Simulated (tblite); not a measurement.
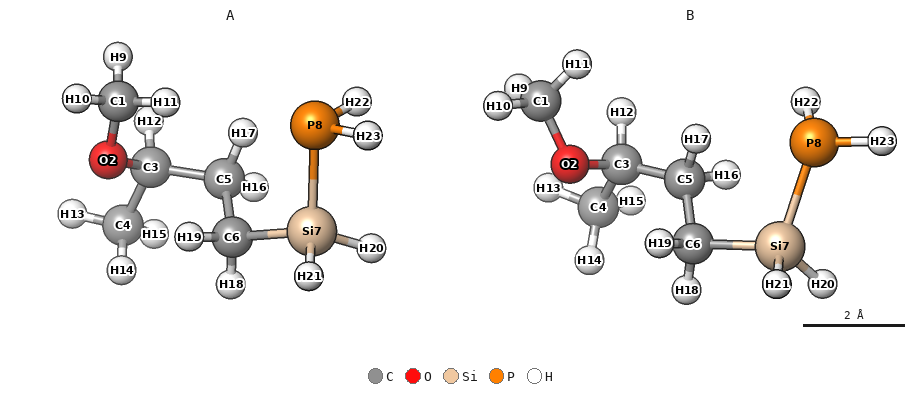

Two geometries of C5H15OPSi, drawn at one scale. One is the start of a relaxation, the other its converged end. A ball-and-stick model, seen at a tilt.

Level of theory: tblite, GFN2-xTB geometry optimisation, gas phase. 

Q: Which one is relaxed?

A: Structure A is the relaxed one. The largest move after the best rigid fit is that of H9, 1.58 Å. By element the largest moves are H 1.58 Å, P 0.97 Å, C 0.88 Å, Si 0.35 Å, O 0.22 Å. Some distances before and after: C3–C5 1.450 → 1.540 Å, P8–H23 1.451 → 1.381 Å, P8–H22 1.440 → 1.383 Å, C5–C6 1.473 → 1.528 Å. Among the angles between lasting bonds that change: H22–P8–H23 113.4° → 92.1°, Si7–P8–H22 112.5° → 95.7°, Si7–P8–H23 111.0° → 95.2°. Groups turn about O2–C3 by about 50°, C5–C6 by about 25°. The energy falls by 141.0 kJ/mol in 188 geometry steps. The run took 1.9 s on 1 thread of Arm Neoverse V1, with other jobs on the host.
